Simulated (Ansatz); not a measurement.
# One shape, several levels: triplet SiNH4ClO

Aim: a comparison of 6 runs (UHF/3-21G, U-wB97X/6-31G*, RPA@PBE0/6-31G*, UMP2/6-31G*, UBCCD(T)/6-31G*, UCCSD(T)/6-31G*) of triplet SiNH4ClO. 

The results are computed with Ansatz 0.2.0.

128 further runs of the same task are left out: 128 set aside as unsound or not needed.

## Step 1: The system as given

The species is SiNH4ClO (8 atoms), meant as a triplet with charge 0. As SMILES of the parent species, `N[SiH](O)Cl`. Geometry: relaxed at PBE0-D4/def2-TZVP. This is one conformer, not always the lowest. That shape belongs to the parent species and isn't relaxed for this state.

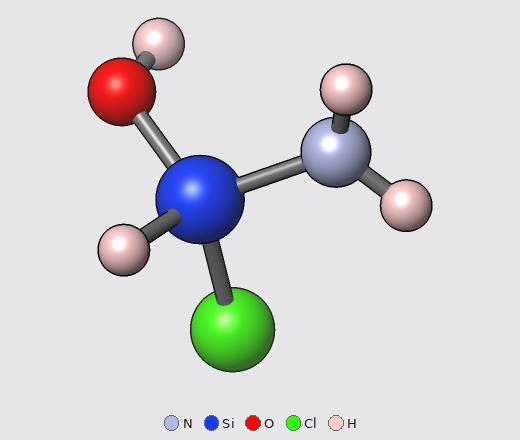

The structure, seen from a chosen angle (nitrogen light blue, silicon blue, oxygen red, chlorine green, hydrogen pink).

## Step 2: The energy at UHF/3-21G (run 1)

File job.yaml:

```yaml
crystal:
  periodic: [false, false, false]
  atoms:
    - symbol: "N"
      position_ang: [-0.749800, 0.885600, -0.289000]
    - symbol: Si
      position_ang: [0.524400, -0.226200, -0.115300]
    - symbol: O
      position_ang: [0.551300, -0.861300, 1.386900]
    - symbol: Cl
      position_ang: [0.173100, -1.641600, -1.566900]
    - symbol: H
      position_ang: [-1.217200, 0.998000, -1.172700]
    - symbol: H
      position_ang: [-0.806900, 1.712400, 0.283000]
    - symbol: H
      position_ang: [1.896700, 0.277200, -0.308600]
    - symbol: H
      position_ang: [-0.279500, -1.201200, 1.726700]
basis:
  gaussian:
    orbitals: 3-21G.json
magnetization:
  spin_polarized: true
  initial_magnetization: 2
output: {orbitals: {seedname: orbitals}}
hamiltonian:
  xc: hf
accuracy: high
```

The basis set 3-21G is read from a file made from the Basis Set Exchange's data (not shown).

The run is started by

```
$ ansatz run job.yaml --threads 1 --pin off --max-ram 3480MiB --events-out events.jsonl --progress --plain --runs-dir runs
```

The program printed:

```text
Warning: RAYON_NUM_THREADS=1 ignored (pool sized by the plan → 1); use --threads N
Functional definition: HF
  name "HF"
  exchange = exact_x
  correlation = 0
1190 factors; integrals over basis functions are off by at most 8.3e-9 eV
mean field evaluation 1: about -23817.7204 eV, gradient 2.6e1 eV
mean field evaluation 2: about -23818.1524 eV, gradient 2.6e1 eV
mean field evaluation 4: about -23821.8360 eV, gradient 3.1e0 eV
mean field evaluation 8: about -23822.4108 eV, gradient 8.5e-1 eV
mean field evaluation 16: about -23822.4813 eV, gradient 1.5e-7 eV
mean field evaluation 32: about -23822.4240 eV, gradient 5.3e-1 eV
mean field evaluation 64: about -23821.7111 eV, gradient 9.2e-1 eV
mean field evaluation 96: about -23822.0464 eV, gradient 1.0e0 eV
mean field evaluation 128: about -23821.5554 eV, gradient 5.4e-1 eV
mean field -23822.48132379 eV, -875.4600411913 hartree, gradient 4.4e-8 eV, S^2 2.005112; 3 other end points of the search recorded, 0 dependent functions left out
reference -23822.48132379 eV, -875.4600411913 hartree; 26, 24 occupied and 26, 28 virtual orbitals, 1190 factors
Total energy: -23822.48132379 eV, -875.4600411913 hartree
```

Run time: 2.2 s. Hardware: 1 thread of Intel Xeon 6975P-C (Granite Rapids), shared host; peak memory 0.19 GiB.

## Step 3: A single-point energy at U-wB97X/6-31G(d) (spherical functions) (run 2)

File in.yaml:

```yaml
basis:
  gaussian: {orbitals: 6-31G_st_-spherical.json}
crystal:
  periodic: [false, false, false]
  atoms:
    - {symbol: N, position_ang: [-0.749800, 0.885600, -0.289000]}
    - {symbol: Si, position_ang: [0.524400, -0.226200, -0.115300]}
    - {symbol: O, position_ang: [0.551300, -0.861300, 1.386900]}
    - {symbol: Cl, position_ang: [0.173100, -1.641600, -1.566900]}
    - {symbol: H, position_ang: [-1.217200, 0.998000, -1.172700]}
    - {symbol: H, position_ang: [-0.806900, 1.712400, 0.283000]}
    - {symbol: H, position_ang: [1.896700, 0.277200, -0.308600]}
    - {symbol: H, position_ang: [-0.279500, -1.201200, 1.726700]}
hamiltonian: {xc: {name: wB97X}}
magnetization: {spin_polarized: true, initial_magnetization: 2}
output: {orbitals: {seedname: orbitals}}
accuracy: high
```

The basis set 6-31G* is read from a file made from the Basis Set Exchange's data (not shown).

The run is started by

```
$ ansatz run in.yaml --threads 1 --pin off --max-ram 3480MiB --events-out events.jsonl --progress --plain --runs-dir runs
```

The program printed, cut to the lines that bear on the results:

```text
Warning: RAYON_NUM_THREADS=1 ignored (pool sized by the plan → 1); use --threads N
Functional definition: wB97X
  name "wB97X"
[...]
      + exact_x_lr(omega)
[...]
      + integral(e_c_pw_opposite_spin*poly(b97_u_opposite, 1, cos1, cos2, cos3, cos4))
1602 factors; integrals over basis functions are off by at most 3.7e-9 eV
335 factors; integrals over basis functions are off by at most 3.2e-9 eV
[...]
mean field -23995.79218435 eV, -881.8290978427 hartree, gradient 5.0e-8 eV, S^2 2.004132; 4 other end points of the search recorded, 0 dependent functions left out
reference -23995.79218267 eV, -881.8290977812 hartree; 26, 24 occupied and 46, 48 virtual orbitals, 1602 factors
Total energy: -23995.79218267 eV, -881.8290977812 hartree
```

Wall time 48 s (1 thread of Intel Xeon 6975P-C (Granite Rapids), shared host); peak memory 0.77 GiB.

Runs 3 to 5 aren't shown in full; the table further down has their settings and results.

## Step 4: A single-point energy at UCCSD(T)/6-31G(d) (spherical functions) (run 6)

File run.yaml:

```yaml
basis:
  gaussian:
    orbitals: 6-31G_st_-spherical.json
crystal:
  periodic: [false, false, false]
  atoms:
    - {symbol: "N", position_ang: [-0.749800, 0.885600, -0.289000]}
    - {symbol: Si, position_ang: [0.524400, -0.226200, -0.115300]}
    - {symbol: O, position_ang: [0.551300, -0.861300, 1.386900]}
    - {symbol: Cl, position_ang: [0.173100, -1.641600, -1.566900]}
    - {symbol: H, position_ang: [-1.217200, 0.998000, -1.172700]}
    - {symbol: H, position_ang: [-0.806900, 1.712400, 0.283000]}
    - {symbol: H, position_ang: [1.896700, 0.277200, -0.308600]}
    - {symbol: H, position_ang: [-0.279500, -1.201200, 1.726700]}
magnetization:
  spin_polarized: true
  initial_magnetization: 2
correlation:
  method: ccsd_t
  frozen_orbitals: {Cl: 5, H: 0, "N": 1, O: 1, Si: 5}
accuracy: high
scf:
  omitted_lower_state_checks: [cluster_reference, increment]
```

The basis set 6-31G* is read from a file made from the Basis Set Exchange's data (not shown).

The run is started by

```
$ ansatz run run.yaml --threads 1 --pin off --max-ram 3480MiB --events-out events.jsonl --progress --plain --runs-dir runs
```

The program printed:

```text
Warning: RAYON_NUM_THREADS=1 ignored (pool sized by the plan → 1); use --threads N
[... 14 lines left out ...]
12 core orbitals not correlated: weight in the atoms' cores, before any rotation towards them, 1.000 or more for the frozen orbitals, at most 0.000 for the correlated occupied ones
[... 36 lines left out ...]
Total energy: -23959.09245358 eV, -880.4804076131 hartree
Checks for a lower state left out: cluster_reference, increment
```

Run time: 20 s. Hardware: 1 thread of Intel Xeon 6975P-C (Granite Rapids), shared host; peak memory 0.53 GiB.

## Step 5: Overview of the runs

```tsv
run	level	frozen core orbitals	energy (Eh)	⟨S²⟩	wall time
1	UHF/3-21G	–	-875.460041	2.005	2.2 s
2	U-wB97X/6-31G* (spherical functions)	–	-881.829098	2.004	48 s
3	RPA@PBE0/6-31G* (spherical functions)	12	-880.649149	2.004	16 s
4	UMP2/6-31G* (spherical functions)	12	-880.425990	2.008	2.7 s
5	UBCCD(T)/6-31G* (spherical functions)	12	-880.480617	2.008	27 s
6	UCCSD(T)/6-31G* (spherical functions)	12	-880.480408	2.008	20 s
```

## Step 6: Outcome

```
                                           quantity          value
                                run 6: total energy  -880.48041 Eh
run 6: correlation energy (12 core orbitals frozen)     -575.9 mEh
                              run 6: (T) correction     -12.58 mEh
           run 6: ⟨S²⟩ of the reference determinant          2.008
                               run 6: T1 diagnostic          0.018
```

All runs together took 1.9 min, the longest 48 s.
